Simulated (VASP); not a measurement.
Band structure of SnSe (relaxed from the rocksalt structure, space group Fm-3m). Method: r2SCAN meta-GGA, VASP's PBE PAW potentials (set 64) (plane waves; VASP).

Unless said otherwise, spin-orbit coupling is left out, though it shifts the bands of the heavy elements here.

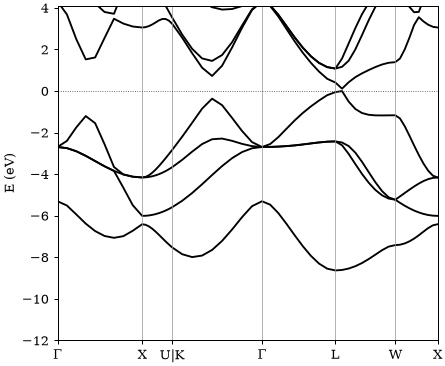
*Bands along high-symmetry lines, zero at the valence-band maximum or, without a gap, the Fermi level*

### Question
Read the plot: is there a gap, and where are the band edges?

### Answer
The gap is direct, 0.11 eV, from the valence maximum at L-W at 0.11 to the conduction minimum at L-W at 0.11.

The structure was generated: SnSe was put into the rocksalt type (Fm-3m), which need not be its known phase. It was relaxed first, which changed the volume by +14 %.
